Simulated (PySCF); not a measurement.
# C$_{4}$H$_{9}$B$_{2}$GeN: what the fields show

```yaml
atoms:
  - { symbol: C, position_ang: [4.1457, 0.1128, -0.1568] }
  - { symbol: C, position_ang: [2.9918, 0.1038, 0.1840] }
  - { symbol: Ge, position_ang: [1.1361, 0.0929, 0.6364] }
  - { symbol: B, position_ang: [0.0607, -1.4288, -0.1087] }
  - { symbol: C, position_ang: [-1.4937, -1.1884, -0.0224] }
  - { symbol: C, position_ang: [-1.9194, 0.0974, 0.7092] }
  - { symbol: N, position_ang: [-1.3815, 1.3009, 0.0907] }
  - { symbol: B, position_ang: [-0.0420, 1.6011, -0.0175] }
  - { symbol: H, position_ang: [5.1595, 0.1182, -0.4427] }
  - { symbol: H, position_ang: [1.1942, 0.0351, 2.1504] }
  - { symbol: H, position_ang: [0.4401, -2.3446, -0.7313] }
  - { symbol: H, position_ang: [-1.9174, -1.1713, -1.0331] }
  - { symbol: H, position_ang: [-1.9797, -2.0351, 0.4729] }
  - { symbol: H, position_ang: [-1.5632, 0.0410, 1.7454] }
  - { symbol: H, position_ang: [-3.0108, 0.1707, 0.7359] }
  - { symbol: H, position_ang: [-2.0941, 1.9125, -0.2787] }
  - { symbol: H, position_ang: [0.2666, 2.5936, -0.5571] }
```

Geometry: GFN2-xTB.

Method: wB97X-D/def2-SVPD, SCF density, gas phase (PySCF).

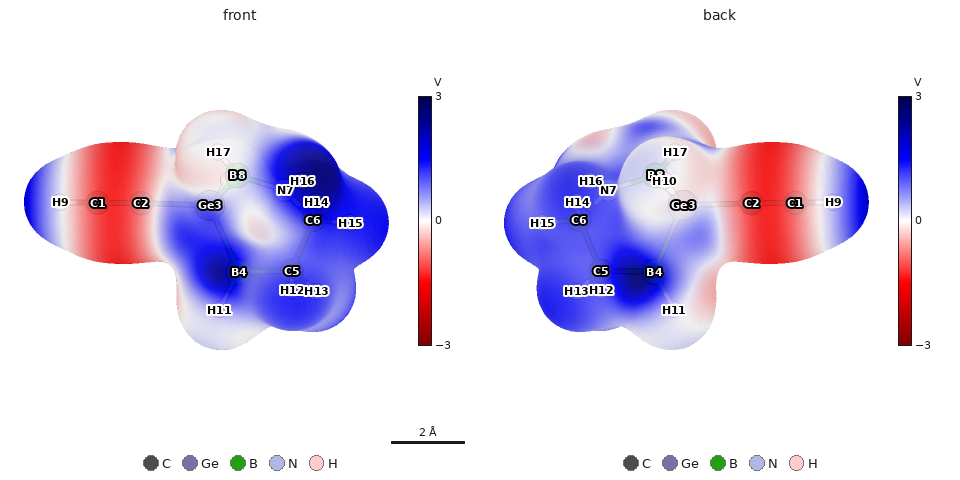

Figure 1. The electrostatic potential painted on the density surface at 0.004 e/bohr³, seen from the front and from behind; the colour scale runs from red (negative) to blue (positive).

> Describe the electrostatic potential map.

The most negative region (about −1.3 V, or −30 kcal/mol for a unit charge) lies over C1 and C2, the most positive (about +2.6 V, or +60 kcal/mol for a unit charge) over B4 and H16.

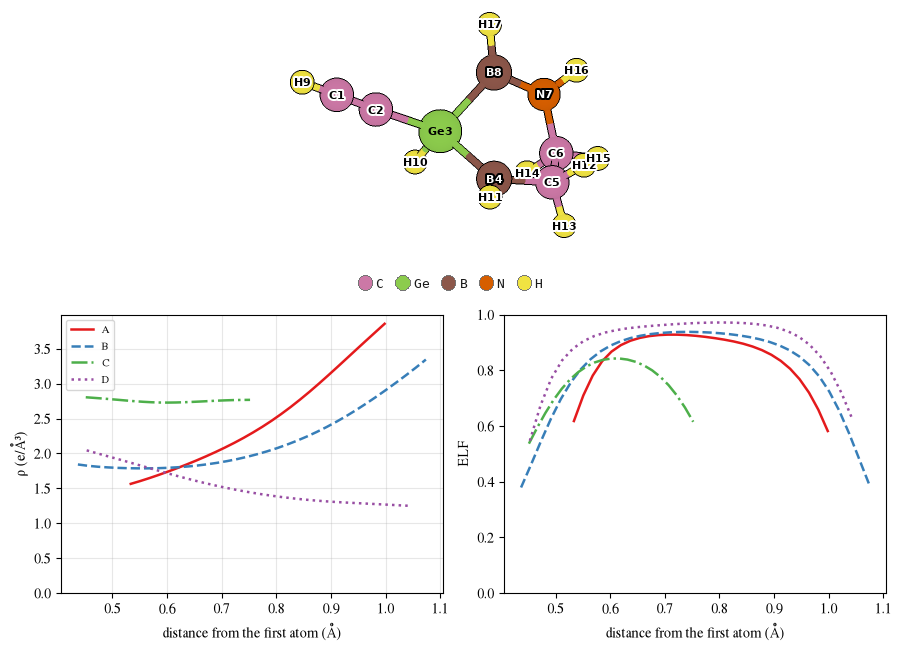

Figure 2. Total electron density and electron localisation function along straight lines between neighbouring atoms. The curves leave out the atomic cores. The structure is drawn too.

> Which curve belongs to which contact (B–N, C–B, C–C and C–N)? The first atom named is at distance zero.

Curve A: B–N (1.38 Å): ρ at the midpoint is about 2 e/Å³; the ELF peaks at about 0.95 between the atoms: a polar covalent bond. Curve B: C–N (1.46 Å): ρ at the midpoint is about 1.9 e/Å³; the ELF peaks at about 0.95 between the atoms: a covalent bond. Curve C: C–C (1.20 Å): ρ at the midpoint is about 2.7 e/Å³; the ELF peaks at about 0.85 between the atoms; a multiple bond. Curve D: C–B (1.58 Å): the density is about 1.4 e/Å³ at the midpoint; the ELF peaks at about 1 between the atoms; localised, covalent bonding.
